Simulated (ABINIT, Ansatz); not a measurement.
# Rb2H6Pt (Fm-3m): changed settings of a GW run in ABINIT

A base run on Rb2H6Pt (Fm-3m), then changed inputs.

Program: ABINIT 10.8.3. Level of theory: LDA and many-body steps on it, plane waves. Results are calculated unless marked as measured.

### 1. Set-up

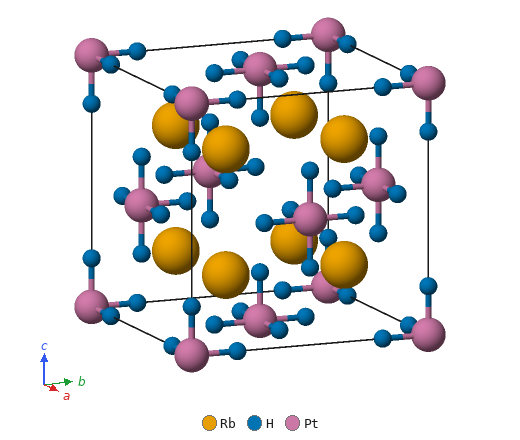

The starting structure, seen slightly off an axis (rubidium orange, hydrogen blue, platinum pink). This picture shows the conventional cell, with its axes. Some periodic images of atoms are drawn too.

The cell and positions are those that the Materials Project relaxed with its own functionals (PBE, PBE+U or r2SCAN), kept fixed. Spin-orbit coupling is left out unless a step names it.

### 2. Screening, 2×2×2 mesh, 123 bands, screening to 114.3 eV

This step: ABINIT 10.8.3; RPA screening on LDA, plane waves, norm-conserving pseudopotentials.

The RPA dielectric matrix is built and inverted for each q.

Contents of run.abi:

```
acell 3*1.0 Angstrom
rprim 
  0.000000000000 4.260795920000 4.260795920000
  4.260795920000 0.000000000000 4.260795920000
  4.260795920000 4.260795920000 0.000000000000
ntypat 3
znucl 37 1 78
natom 9
typat 1 1 2 2 2 2 2 2 3
xred 
  0.750000000000 0.750000000000 0.750000000000
  0.250000000000 0.250000000000 0.250000000000
  0.807305340000 0.807305340000 0.192694660000
  0.192694660000 0.807305340000 0.192694660000
  0.807305340000 0.192694660000 0.192694660000
  0.192694660000 0.192694660000 0.807305340000
  0.807305340000 0.192694660000 0.807305340000
  0.192694660000 0.807305340000 0.807305340000
  0.000000000000 0.000000000000 0.000000000000
pp_dirpath "pseudos"
pseudos "Rb.upf, H.upf, Pt.upf"
ecut 34
ngkpt 2 2 2
nshiftk 1
shiftk 0 0 0
kptopt 1
chksymbreak 0
istwfk *1
occopt 1
irdwfk 1
optdriver 3
nband 123
ecuteps 4.2
inclvkb 2
awtr 1
symchi 1
indata_prefix "in"
outdata_prefix "out"
tmpdata_prefix "tmp"
```

Launch:

```console
> OMP_NUM_THREADS=1 mpirun -n 4 abinit run.abi > log
```

Output:

```text
.Version 10.8.3 of ABINIT. v10.8.2 released Aug 2026.

 Symmetries : space group Fm -3 m (#225); Bravais cF (face-center cubic)
[... echo of the input left out ...]
== DATASET  1 ==================================================================
-   mpi_nproc: 4, omp_nthreads: 1 (-1 if OMP is not activated)

--- !DatasetInfo
iteration_state: {dtset: 1, }
dimensions: {natom: 9, nkpt: 3, mband: 123, nsppol: 1, nspinor: 1, nspden: 1, mpw: 9922, }
cutoff_energies: {ecut:  34.0, pawecutdg:  -1.0, }
electrons: {nelect:   4.20000000E+01, charge:   0.00000000E+00, occopt:   1.00000000E+00, tsmear:   1.00000000E-02, }

 SCREENING: Calculation of the susceptibility and dielectric matrices

 Based on a program developped by R.W. Godby, V. Olevano, G. Onida, and L. Reining.
 Incorporated in ABINIT by V. Olevano, G.-M. Rignanese, and M. Torrent.
.Using double precision arithmetic ; gwpc =  8

[... cell and pseudopotentials left out ...]
--------------------------------------------------------------------------------

 ==== K-mesh for the wavefunctions ====
 Number of points in the irreducible wedge :     3
[... list of points left out ...]
 Together with 48 symmetry operations and time-reversal symmetry
 yields     8 points in the full Brillouin Zone.

 ==== Q-mesh for the screening function ====
 Number of points in the irreducible wedge :     3
[... list of points left out ...]
 Together with 48 symmetry operations and time-reversal symmetry
 yields     8 points in the full Brillouin Zone.

 setmesh: FFT mesh size selected  =    40x   40x   40
          total number of points  =        64000

 vcoul_init : cutoff-mode = AUXILIARY_FUNCTION
 q-points for optical limit:   1
     1)      0.000010    0.000020    0.000030

- screening: taking advantage of time-reversal symmetry
- Maximum band index for partially occupied states nbvw = 21
- Remaining bands to be divided among processors   nbcw = 102
- Number of bands treated by each node ~25

 Number of electrons calculated from density =   42.0000; Expected =   42.0000
 average of density, n =  0.040230
 r_s =    1.8105
 omega_plasma =   19.3478 [eV]

 calculating chi0 at frequencies [eV] :
  1    0.000000E+00    0.000000E+00
  2    0.000000E+00    1.934777E+01

--------------------------------------------------------------------------------
  q-point number  1        q = ( 0.000000, 0.000000, 0.000000) [r.l.u.]
--------------------------------------------------------------------------------
[... chi0 elements left out ...]
 For q-point:  0.000010 0.000020 0.000030
  dielectric constant =   2.8065
  dielectric constant without local fields =   3.6238

  Average fulfillment of the sum rule on Im[epsilon] for q-point    1 :     63.81  [%]
[... wings left out ...]
  q-point number  2        q = ( 0.500000, 0.000000, 0.000000) [r.l.u.]
--------------------------------------------------------------------------------
[... chi0 elements left out ...]
  Average fulfillment of the sum rule on Im[epsilon] for q-point    2 :     70.81  [%]

 [... 1 further q-points ...]
```

Wall time 24 s (4 MPI ranks of Arm Neoverse V2, shared host); peak memory 1.7 GiB.

This step gave:

```
ε∞ with local fields, on this mesh, along the program's q direction : 2.807
the same without local fields                                       : 3.624
plasma frequency                                                    : 19.35 eV
plane waves in the screening matrix                                 : 411
```

Local fields lower ε∞ by 23 %. On a Γ-centred mesh this coarse the value itself is usually too large, while a short band sum pulls it down.

### 3. Base

The self-energy is evaluated for the states that the input lists, and the levels follow from it, in one-shot runs by the linearised quasiparticle equation.

This step: G0W0 on LDA, plane waves, norm-conserving pseudopotentials.

run.abi: that of step 2 with these lines changed.

```diff
@@ -30,8 +30,17 @@
 irdwfk 1
-optdriver 3
+optdriver 4
 nband 123
+gwcalctyp 0
+ecutsigx 34
+symsigma 1
+nkptgw 2
+kptgw 
+  0.5000000000 0.5000000000 0.0000000000
+  0.0000000000 0.0000000000 0.0000000000
+bdgw 
+  20 23
+  19 24
 ecuteps 4.2
-inclvkb 2
-awtr 1
-symchi 1
+irdscr 1
+ppmodel 1
 indata_prefix "in"
```

Output:

```text
.Version 10.8.3 of ABINIT. v10.8.2 released Aug 2026.

 Symmetries : space group Fm -3 m (#225); Bravais cF (face-center cubic)
[... echo of the input left out ...]
== DATASET  1 ==================================================================
-   mpi_nproc: 4, omp_nthreads: 1 (-1 if OMP is not activated)

--- !DatasetInfo
iteration_state: {dtset: 1, }
dimensions: {natom: 9, nkpt: 3, mband: 123, nsppol: 1, nspinor: 1, nspden: 1, mpw: 9922, }
cutoff_energies: {ecut:  34.0, pawecutdg:  -1.0, }
electrons: {nelect:   4.20000000E+01, charge:   0.00000000E+00, occopt:   1.00000000E+00, tsmear:   1.00000000E-02, }

 SIGMA: Calculation of the GW corrections

 Based on a program developped by R.W. Godby, V. Olevano, G. Onida, and L. Reining.
 Incorporated in ABINIT by V. Olevano, G.-M. Rignanese, and M. Torrent.
.Using double precision arithmetic ; gwpc =  8

[... cell and pseudopotentials left out ...]
--------------------------------------------------------------------------------

 ==== K-mesh for the wavefunctions ====
 Number of points in the irreducible wedge :     3
[... list of points left out ...]
 Together with 48 symmetry operations and time-reversal symmetry
 yields     8 points in the full Brillouin Zone.

 ==== Q-mesh for screening function ====
 Number of points in the irreducible wedge :     3
[... list of points left out ...]
 Together with 48 symmetry operations and time-reversal symmetry
 yields     8 points in the full Brillouin Zone.

 vcoul_init : cutoff-mode = AUXILIARY_FUNCTION
 q-points for optical limit:   1
     1)      0.000010    0.000020    0.000030
 setmesh: FFT mesh size selected  =    60x   60x   60
          total number of points  =       216000

 Number of electrons calculated from density =   42.0000; Expected =   42.0000
 average of density, n =  0.040230
 r_s =    1.8105
 omega_plasma =   19.3478 [eV]

 === KS Band Gaps ===
  >>>> For spin  1
   Minimum direct gap =   3.7827 [eV], located at k-point      :   0.5000  0.5000  0.0000
   Fundamental gap    =   3.7827 [eV], Top of valence bands at :   0.5000  0.5000  0.0000
                                       Bottom of conduction at :   0.5000  0.5000  0.0000
 SIGMA fundamental parameters:
 PLASMON POLE MODEL  1
 number of plane-waves for SigmaX                 9841
 number of plane-waves for SigmaC and W            411
 number of plane-waves for wavefunctions          9841
 number of bands                                   123
 number of independent spin polarizations            1
 number of spinorial components                      1
 number of k-points in IBZ                           3
 number of q-points in IBZ                           3
 number of symmetry operations                      48
 number of k-points in BZ                            8
 number of q-points in BZ                            8
 number of frequencies for dSigma/dE                 9
 frequency step for dSigma/dE [eV]                0.25
 number of omega for Sigma on real axis              0
 max omega for Sigma on real axis  [eV]           0.00
 zcut for avoiding poles [eV]                     0.10

 EPSILON^-1 parameters (SCR file):
 dimension of the eps^-1 matrix on file            411
 dimension of the eps^-1 matrix used               411
 number of plane-waves for wavefunctions          9841
 number of bands                                   123
 number of q-points in IBZ                           3
 number of frequencies                               2
 number of real frequencies                          1
 number of imag frequencies                          1

 matrix elements of self-energy operator (all in [eV])

 Perturbative Calculation

--- !SelfEnergy_ee
iteration_state: {dtset: 1, }
kpoint     : [   0.500,    0.500,    0.000, ]
spin       : 1
KS_gap     :    3.783
QP_gap     :    6.099
Delta_QP_KS:    2.317
data: !SigmaeeData |
     Band     E0 <VxcDFT>   SigX SigC(E0)      Z dSigC/dE  Sig(E)    E-E0       E
       20  -0.977 -11.611 -14.610   1.813   0.823  -0.215 -12.587  -0.976  -1.954
       21  -0.977 -11.611 -14.610   1.813   0.823  -0.215 -12.587  -0.976  -1.954
       22   2.806  -9.494  -5.780  -2.150   0.857  -0.166  -8.154   1.340   4.146
       23   5.048  -8.812  -4.315  -2.669   0.859  -0.164  -7.241   1.570   6.619

--- !SelfEnergy_ee
iteration_state: {dtset: 1, }
kpoint     : [   0.000,    0.000,    0.000, ]
spin       : 1
KS_gap     :    4.861
QP_gap     :    7.072
Delta_QP_KS:    2.211
data: !SigmaeeData |
     Band     E0 <VxcDFT>   SigX SigC(E0)      Z dSigC/dE  Sig(E)    E-E0       E
       19  -1.289 -11.114 -14.098   1.793   0.823  -0.214 -12.095  -0.981  -2.269
       20  -1.289 -11.114 -14.098   1.793   0.823  -0.214 -12.095  -0.981  -2.269
       21  -1.289 -11.114 -14.098   1.793   0.823  -0.214 -12.095  -0.981  -2.269
       22   3.572  -7.278  -3.167  -2.691   0.866  -0.155  -6.047   1.230   4.802
       23   4.515 -11.621  -7.111  -2.353   0.848  -0.179  -9.792   1.829   6.344
       24   4.515 -11.621  -7.111  -2.353   0.848  -0.179  -9.792   1.829   6.344

== END DATASET(S) ==============================================================
================================================================================

 -outvars: echo values of variables after computation  --------
           etotal      0.0000000000E+00
            nband         123
             nkpt           3
          spgroup         225
 [... the other variables as echoed above ...]

 Calculation completed.
```

The job ended after 12 s (4 MPI ranks; peak memory 1.2 GiB).

This step gave:

```
G0W0 gap on the points computed              : 6.1 eV
starting gap on the mesh                     : 3.783 eV
k of the valence top                         : 0.5, 0.5, 0
k of the conduction bottom                   : 0.5, 0.5, 0
Z at the valence top                         : 0.823
Z at the conduction bottom                   : 0.857
least direct G0W0 gap on the computed points : 6.1 eV
```

The gap on the mesh goes from 3.78 eV to 6.10 eV, a correction of +2.32 eV.

### 4. Fewer bands in the self-energy

run.abi: that of step 3 with these lines changed.

```diff
@@ -31,3 +31,3 @@
 optdriver 4
-nband 123
+nband 41
 gwcalctyp 0
```

Output:

```text
.Version 10.8.3 of ABINIT. v10.8.2 released Aug 2026.

 Symmetries : space group Fm -3 m (#225); Bravais cF (face-center cubic)
[... echo of the input left out ...]
== DATASET  1 ==================================================================
-   mpi_nproc: 4, omp_nthreads: 1 (-1 if OMP is not activated)

--- !DatasetInfo
iteration_state: {dtset: 1, }
dimensions: {natom: 9, nkpt: 3, mband: 41, nsppol: 1, nspinor: 1, nspden: 1, mpw: 9922, }
cutoff_energies: {ecut:  34.0, pawecutdg:  -1.0, }
electrons: {nelect:   4.20000000E+01, charge:   0.00000000E+00, occopt:   1.00000000E+00, tsmear:   1.00000000E-02, }

 SIGMA: Calculation of the GW corrections

 Based on a program developped by R.W. Godby, V. Olevano, G. Onida, and L. Reining.
 Incorporated in ABINIT by V. Olevano, G.-M. Rignanese, and M. Torrent.
.Using double precision arithmetic ; gwpc =  8

[... cell and pseudopotentials left out ...]
--------------------------------------------------------------------------------

 ==== K-mesh for the wavefunctions ====
 Number of points in the irreducible wedge :     3
[... list of points left out ...]
 Together with 48 symmetry operations and time-reversal symmetry
 yields     8 points in the full Brillouin Zone.

 ==== Q-mesh for screening function ====
 Number of points in the irreducible wedge :     3
[... list of points left out ...]
 Together with 48 symmetry operations and time-reversal symmetry
 yields     8 points in the full Brillouin Zone.

 vcoul_init : cutoff-mode = AUXILIARY_FUNCTION
 q-points for optical limit:   1
     1)      0.000010    0.000020    0.000030
 setmesh: FFT mesh size selected  =    60x   60x   60
          total number of points  =       216000

 Number of electrons calculated from density =   42.0000; Expected =   42.0000
[...]
number of omega for Sigma on real axis              0
 max omega for Sigma on real axis  [eV]           0.00
 zcut for avoiding poles [eV]                     0.10

 EPSILON^-1 parameters (SCR file):
 dimension of the eps^-1 matrix on file            411
 dimension of the eps^-1 matrix used               411
 number of plane-waves for wavefunctions          9841
 number of bands                                   123
 number of q-points in IBZ                           3
 number of frequencies                               2
 number of real frequencies                          1
 number of imag frequencies                          1

 matrix elements of self-energy operator (all in [eV])

 Perturbative Calculation

--- !SelfEnergy_ee
iteration_state: {dtset: 1, }
kpoint     : [   0.500,    0.500,    0.000, ]
spin       : 1
KS_gap     :    3.783
QP_gap     :    5.886
Delta_QP_KS:    2.103
data: !SigmaeeData |
     Band     E0 <VxcDFT>   SigX SigC(E0)      Z dSigC/dE  Sig(E)    E-E0       E
       20  -0.977 -11.611 -14.610   2.622   0.835  -0.197 -11.926  -0.315  -1.292
       21  -0.977 -11.611 -14.610   2.622   0.835  -0.197 -11.926  -0.315  -1.292
       22   2.806  -9.494  -5.780  -1.650   0.867  -0.154  -7.706   1.788   4.594
[...]
--- !SelfEnergy_ee
iteration_state: {dtset: 1, }
kpoint     : [   0.000,    0.000,    0.000, ]
spin       : 1
KS_gap     :    4.861
QP_gap     :    7.019
Delta_QP_KS:    2.159
data: !SigmaeeData |
     Band     E0 <VxcDFT>   SigX SigC(E0)      Z dSigC/dE  Sig(E)    E-E0       E
[...]
23   4.515 -11.621  -7.111  -1.650   0.862  -0.160  -9.157   2.464   6.979
       24   4.515 -11.621  -7.111  -1.650   0.862  -0.160  -9.157   2.464   6.979

== END DATASET(S) ==============================================================
================================================================================

 -outvars: echo values of variables after computation  --------
           etotal      0.0000000000E+00
            nband          41
             nkpt           3
          spgroup         225
 [... the other variables as echoed above ...]

 Calculation completed.
```

Wall time 6.7 s (4 MPI ranks); peak memory 1 GiB; 26 s of CPU time.

Numbers from this step:

| Quantity | Value |
| --- | --- |
| G0W0 gap on the points computed | 5.886 eV |
| starting gap on the mesh | 3.783 eV |
| k of the valence top | 0.5, 0.5, 0 |
| k of the conduction bottom | 0.5, 0.5, 0 |
| Z at the valence top | 0.835 |
| Z at the conduction bottom | 0.867 |
| least direct G0W0 gap on the computed points | 5.886 eV |

(Part 1 of 2 ends here.)

[Paths, hosts, dates, memory and timing lines, banners, echoed tables and standing remarks are left out of the program output.]

[Logs are printed without paths, hosts, clocks, repeated set-up lines and the standing remarks that a program may print on its own settings, such as how far it seeks lower states.]

[Runs of the session that timed out or met a known fault of the program may be left out.]

[Hosts, paths, dates, database ids (printed as entryN), source tags and the programs' standing remarks are cut or masked in the printed files.]

[G0W0 gaps are taken among the corrected bands and points alone; a level outside them can change the order at an edge.]

[Where Ansatz stands beside ABINIT at settings called matched, ABINIT's density can come from a denser mesh and the files from another edition; pairs whose starting gaps differed by over 0.03 eV were left out, so agreement reads better than it is.]
